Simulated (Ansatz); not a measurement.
# What NaP3 (built on the sites of a database entry of NaN3) distorts into, part 3 of 3

Which phase does NaP3 (built on the sites of a database entry of NaN3) fall into along its unstable mode, and how much energy does it gain?

Ansatz 0.2.0; DFT PBEsol, scalar-relativistic, plane waves, PAW.

So far. Step 4 (The mode frozen in, largest atomic shift 0.45 Å): The run ends at a pressure of 7.58 GPa, with forces up to 1.3 eV/Å. Step 5 (Energy along the mode, all amplitudes (two of the runs …): The lowest of the steps tried is at 0.45 Å, 192 meV/atom below the parent; the bottom of the well need not coincide with a step.

The structure was built from a prototype and need not be the compound's stable phase.

### Step 7. The new phase in its own primitive cell

The relaxed structure is symmetrised, reduced to its primitive cell and relaxed tightly, as its phonons need.

input.yaml reads:

```yaml
crystal:
  lattice:
    - [2.9461185749, 1.7009423523, 5.1024749838]
    - [-2.9461185749, 1.7009423523, 5.1024749838]
    - [0.0, -3.4018847046, 5.1024749838]
  atoms:
    - { symbol: Na, position: [0.8041482604, 0.8041482604, 0.8041482604] }
    - { symbol: Na, position: [0.1958517396, 0.1958517396, 0.1958517396] }
    - { symbol: P, position: [0.6680236279, 0.2252597362, 0.2252597362] }
    - { symbol: P, position: [0.3319763721, 0.7747402638, 0.7747402638] }
    - { symbol: P, position: [0.7747402638, 0.3319763721, 0.7747402638] }
    - { symbol: P, position: [0.2252597362, 0.6680236279, 0.2252597362] }
    - { symbol: P, position: [0.7747402638, 0.7747402638, 0.3319763721] }
    - { symbol: P, position: [0.2252597362, 0.2252597362, 0.6680236279] }
kpoints:
  mp_grid: { grid: [9, 9, 9] }
hamiltonian:
  xc: pbesol
scf:
  occupations: { method: methfessel_paxton, width: 0.2 }
output:
  forces: true
  stress: true
  eigenvalues: true
relax:
  adjacent_minimum: "off"
  f_tol: 0.001
  max_steps: 60
  cell: { stress_tol: 0.01 }
```

Started as:

```bash
$ ansatz run input.yaml --threads 8 --pin off --max-ram 14336MiB --backend cpu --events-out ev --progress --plain --runs-dir out
```

Numbers of over 12 decimals in the logs are rounded to 6 here.

Output:

```text
[...]
Crystal: 8 atoms, lattice volume = 153.416 Å³
Basis set: ecut = 420 eV, 2981 PW (Γ), exchange–correlation on 90×90×90 points (8 copies of the dense FFT grid, shifted against one another)
Bands: 32, of which v1, the nominal top of the filled ones, is band 24 counted from 1 (23 counted from 0)
Symmetry: 12 space group operations
[...]
k-points: 85 of 729
[...]
atoms:
    - { symbol: Na, position: [0.803975, 0.803975, 0.803975] }
    - { symbol: Na, position: [0.196025, 0.196025, 0.196025] }
    - { symbol: P, position: [0.669017, 0.224710, 0.224710] }
    - { symbol: P, position: [0.330983, 0.775290, 0.775290] }
    - { symbol: P, position: [0.775290, 0.330983, 0.775290] }
    - { symbol: P, position: [0.224710, 0.669017, 0.224710] }
    - { symbol: P, position: [0.775290, 0.775290, 0.330983] }
    - { symbol: P, position: [0.224710, 0.224710, 0.669017] }
[key lines of the parts left out:]
SCF converged after 6 iterations
Free energy (F): -7391.922013 eV
Fermi energy:    6.850421 eV
P = ⅓ Tr σ = 0.0004 GPa (0.004 kbar)
```

It took 17 s on 8 threads of Arm Neoverse V2, shared host; peak memory 0.81 GiB; 2.1 min of CPU time.

Step by step:

| step | energy less that of the first step (eV) | largest force component (eV/Å) | pressure (GPa) | volume (Å³) |
| --- | --- | --- | --- | --- |
| 1 | 0.0000 | 0.0277 | -0.02 | 153.42 |
| 2 | -0.0002 | 0.0179 | 0.00 | 153.43 |
| 3 | -0.0004 | 0.0036 | 0.01 | 153.60 |
| 4 | -0.0004 | 0.0015 | -0.01 | 153.71 |
| 5 | -0.0004 | 0.0013 | 0.00 | 153.69 |
| 6 | -0.0004 | 0.0001 | 0.00 | 153.69 |
| 7* | -0.0004 | 0.0001 | 0.00 | 153.69 |

Relaxation steps marked * repeat the geometry before them on a plane-wave basis chosen anew for their cell, so energy and pressure can jump there.

Forces are held to the 12 operations that the run works with; a distortion that breaks them can't arise in this run.

```csv
"conventional cell, symmetrised",before,after,change
a (Å),5.892,5.897,+0.1 %
b (Å),5.892,5.897,+0.1 %
c (Å),15.307,15.311,+0.0 %
volume (Å³/atom),19.18,19.21,+0.2 %
```

Final coordinates:

```cif
data_structure
_symmetry_space_group_name_H-M 'P 1'
_symmetry_Int_Tables_number 1
_cell_length_a 6.1350
_cell_length_b 6.1350
_cell_length_c 6.1350
_cell_angle_alpha 57.449
_cell_angle_beta 57.449
_cell_angle_gamma 57.449
_cell_volume 153.69
loop_
_atom_site_label
_atom_site_type_symbol
_atom_site_fract_x
_atom_site_fract_y
_atom_site_fract_z
_atom_site_occupancy
Na1 Na 0.80397 0.80397 0.80397 1
Na2 Na 0.19603 0.19603 0.19603 1
P3 P 0.66902 0.22471 0.22471 1
P4 P 0.33098 0.77529 0.77529 1
P5 P 0.77529 0.33098 0.77529 1
P6 P 0.22471 0.66902 0.22471 1
P7 P 0.77529 0.77529 0.33098 1
P8 P 0.22471 0.22471 0.66902 1
```

This step gave:

| Property | Result |
| --- | --- |
| pressure | 3.56e-4 GPa |
| volume per atom | 19.21 Å³ |

The largest force component left is 0.053 meV/Å and the pressure is 0.000 GPa, within the tolerances set. The cell now holds 19.21 Å³/atom.

### Step 8. Modes of the new phase, k-mesh 9×9×9

A relaxed structure may still be a saddle point, so its zone-centre modes are computed. No field response is asked, since the mesh shows no gap.

input.yaml reads:

```yaml
crystal:
  lattice:
    - [2.9484726852, 1.7023014985, 5.1035774134]
    - [-2.9484726852, 1.7023014985, 5.1035774134]
    - [0.0, -3.404602997, 5.1035774134]
  atoms:
    - { symbol: Na, position: [0.8039747259, 0.8039747259, 0.8039747259] }
    - { symbol: Na, position: [0.1960252741, 0.1960252741, 0.1960252741] }
    - { symbol: P, position: [0.6690172526, 0.2247096148, 0.2247096148] }
    - { symbol: P, position: [0.3309827474, 0.7752903852, 0.7752903852] }
    - { symbol: P, position: [0.7752903852, 0.3309827474, 0.7752903852] }
    - { symbol: P, position: [0.2247096148, 0.6690172526, 0.2247096148] }
    - { symbol: P, position: [0.7752903852, 0.7752903852, 0.3309827474] }
    - { symbol: P, position: [0.2247096148, 0.2247096148, 0.6690172526] }
kpoints:
  mp_grid: { grid: [9, 9, 9] }
hamiltonian:
  xc: pbesol
scf:
  occupations: { method: methfessel_paxton, width: 0.2 }
output:
  eigenvalues: true
phonons:
  method: dfpt
```

Output:

```text
[...]
Crystal: 8 atoms, lattice volume = 153.695 Å³
Basis set: ecut = 420 eV, 2981 PW (Γ), exchange–correlation on 90×90×90 points (8 copies of the dense FFT grid, shifted against one another)
Bands: 32, of which v1, the nominal top of the filled ones, is band 24 counted from 1 (23 counted from 0)
Symmetry: 12 space group operations
k-points: 365 of 729 (irreducible under 1 space group operation, time reversal used)
[...]
SCF iter   1: F=—  HF=-7391.941857 eV  |F-HF|=—  |Δ(HF+E_count)|=         —  Δρ=5.39e-3  dr2=5.67e-2  ethr=1.77e-3  ⟨swp⟩=9.1  Hψ=65001  notcnv=0
[...]
SCF iter  11: F=-7391.922013 eV  HF=-7391.922013 eV  |F-HF|=2.73e-12  |Δ(HF+E_count)|=  4.55e-11  S|Δr|=    0.00e0  Δρ=1.95e-8  dr2=1.10e-12  ethr=1.00e-12  ⟨swp⟩=13.8  Hψ=66077  notcnv=0
SCF 1 converged in 11 iterations: F = -7391.922013 eV  dr2 = 1.10e-12
[...]
DFPT response loops at Γ: preconditioner auto → Kerker (q_TF=auto, 2.247 Å⁻¹) (partly filled bands, converged f_vac=0.000); β = 1.00, the filter's whole step (`scf.mixing.beta` (0.50) is not read by the response loops under this deck's `scf.mixing.preconditioner`; to damp them name `kerker` or `kerker_dos`, under which they read `scf.mixing.beta`, and type it under 1.00, their step now; both keys bind the ground state too); Broyden in place of MSR1
SCF converged after 11 iterations
[...]
Free energy (F): -7391.922013 eV
[...]
Internal energy: -7391.926644 eV  (E = F + TS)
E sigma→0 (E₀):  -7391.923171 eV
Entropy (-TS):   0.004631 eV (0.579 meV/atom)
Fermi energy:    6.850421 eV
Step filling:    the computed levels leave a gap of 0.0000 eV = 0.0 smearing widths at the electron count; against every level under it full and every level over it empty, smearing changes F+E_penalty+E_count by +0.282 meV and its σ→0 estimate by -0.876 meV
[...]
--- Band table (eV; the first three rows and the last of 365) ---
  k-point 0: bands = [... 20 lower, 3.4933, 4.6696, 7.2260, 7.9297, 7.9297, 8.0580, 8.9835, 8.9835, ... 4 higher]
  k-point 1: bands = [... 20 lower, 3.8621, 4.4147, 7.3009, 7.4492, 7.7164, 8.2559, 8.7095, 9.0456, ... 4 higher]
  k-point 2: bands = [... 20 lower, 4.1112, 4.5228, 6.3279, 7.3776, 7.5675, 8.1518, 8.6939, 8.7819, ... 4 higher]
  k-point 364: bands = [... 20 lower, 4.4491, 4.9959, 5.1751, 5.7072, 7.4187, 7.5310, 7.9842, 9.5655, ... 4 higher]
--- Phonons (Γ-DFPT): 4 representative perturbations + reference, on 365 of 729 k-points (Σ response iterations 13) ---
  k mesh reduced under 1 symmetry operation, with k and −k counted as one. Each operation leaves every solved perturbation unchanged. A smaller set is not used because it would not reduce the number of displacements times k-points to solve
  ASR residual: 5.675e-6 → 0.000e0 eV/Å²; symmetrization residual: 4.143e-6 eV/Å²
  ASR residual per site (eV/Å²): 5.68e-6 5.68e-6 4.88e-6 4.88e-6 4.88e-6 4.88e-6 5.63e-6 5.63e-6
  Γ frequencies (cm⁻¹): -60.74 -60.74 0.00 0.00 0.00 42.57 42.57 108.41 108.41 118.35 118.35 130.95 148.70 153.74 153.74 172.49 233.34 244.55 329.48 357.06 357.06 359.04 362.11 362.11
  non-analytic LO–TO correction: not included (Born effective charges unavailable; polar crystals: no LO–TO splitting at Γ)
```

Run time: 1.9 min. Hardware: 8 threads; peak memory 5.5 GiB; 14 min of CPU time.

This step gave:

```
sum-rule residual before enforcement                    : 5.68e-6 eV/Å²
point group                                             : -3m
highest optical mode at the zone centre (no LO-TO term) : 362.1 cm⁻¹
lowest optical zone-centre mode                         : -60.74 cm⁻¹
```

Patterns of degenerate modes are one choice out of their space. Modes at Γ, with each element's share of the kinetic energy (negative means imaginary):

| mode | frequency (cm⁻¹) | symmetry | Na % | P % |
| --- | --- | --- | --- | --- |
| 1 | -60.7 | Eu | 17 | 83 |
| 2 | -60.7 | Eu | 17 | 83 |
| 3 | 0.0 | acoustic | 20 | 80 |
| 4 | 0.0 | acoustic | 20 | 80 |
| 5 | 0.0 | acoustic | 20 | 80 |
| 6 | 42.6 | Eg | 16 | 84 |
| 7 | 42.6 | Eg | 16 | 84 |
| 8 | 108.4 | Eu | 63 | 37 |
| 9 | 108.4 | Eu | 63 | 37 |
| 10 | 118.3 | Eg | 45 | 55 |
| 11 | 118.3 | Eg | 45 | 55 |
| 12 | 130.9 | A2g | 0 | 100 |
| 13 | 148.7 | A1g | 84 | 16 |
| 14 | 153.7 | Eg | 38 | 62 |
| 15 | 153.7 | Eg | 38 | 62 |
| 16 | 172.5 | A2u | 61 | 39 |
| 17 | 233.3 | A2u | 19 | 81 |
| 18 | 244.6 | A1g | 15 | 85 |
| 19 | 329.5 | A1u | 0 | 100 |
| 20 | 357.1 | Eu | 0 | 100 |
| 21 | 357.1 | Eu | 0 | 100 |
| 22 | 359.0 | A1g | 1 | 99 |
| 23 | 362.1 | Eg | 0 | 100 |
| 24 | 362.1 | Eg | 0 | 100 |

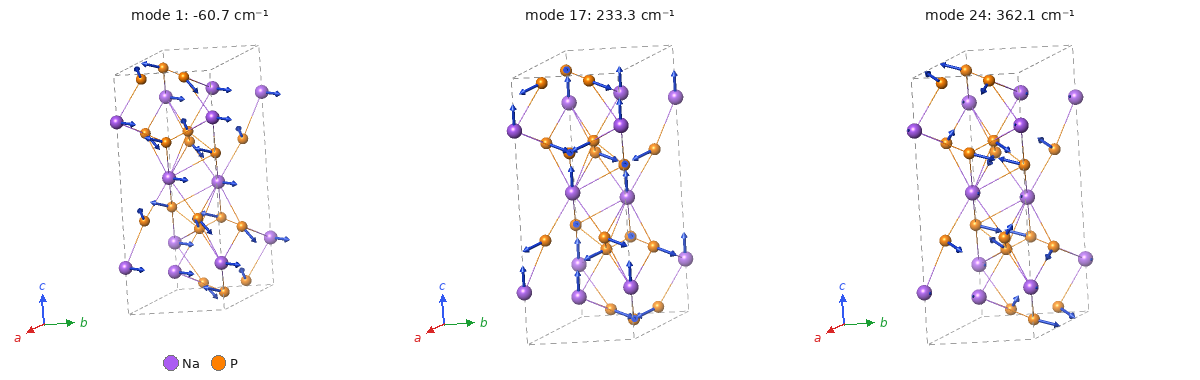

Displacement patterns of modes 1, 17 and 24 at Γ; arrows are exaggerated. Some periodic images of atoms are drawn too.

Before it was imposed, the acoustic sum rule was missed by 5.7e-6 eV/Å². Small misses are needed for a sound result but don't prove that mesh and cutoff are converged. The lowest optical mode is imaginary, 60.7i cm⁻¹, so the energy falls along it.

### Step 9. What came out

```yaml
unstable_mode_of_the_parent: q = (-0.5, -0.5, -0.5), 217i cm⁻¹
depth_at_the_lowest_point_sampled: 192 meV/atom
largest_atomic_shift_at_that_point: 0.45 Å
space_group_reached_within_0p01_a: R-3m
energy_gained_over_the_parent_first_relaxation_on_the_mesh_of_the_frozen_mode: 320 meV/atom
volume_per_atom_phase_reached: 19.2 Å³
lowest_optical_zone_centre_mode_phase_reached: -60.7 cm⁻¹
highest_optical_mode_at_the_zone_centre_no_lo_to_term_phase_reached: 362 cm⁻¹
```

Along this mode the structure falls into R-3m, 320 meV/atom below the parent. At the parent's cell the well is 191.5 meV/atom deep on the steps tried, with its lowest point at a shift of 0.45 Å. Relaxing atoms and cell changes the gain by +128.82 meV/atom against the lowest step (energies at zero smearing). The new phase still has an imaginary mode at the zone centre of its cell, so it is a saddle point on the way to a lower structure. Of the 4 patterns followed to their end from this parent, this one reaches the lowest energy. Each path keeps the symmetry of its pattern, so a lower phase may lie along a pattern not tried. With no gap, or one that is small against the smearing, the frequencies hang on the k mesh and the smearing, most of all near Kohn anomalies. The starting cell was built on a prototype and not taken from a measurement, so the phase need not exist.

[Logs are printed without paths, hosts, clocks, repeated set-up lines and the standing remarks that a program may print on its own settings, such as how far it seeks lower states.]

[Hosts, paths, dates, database ids (printed as entryN), source tags and the programs' standing remarks are cut or masked in the printed files.]
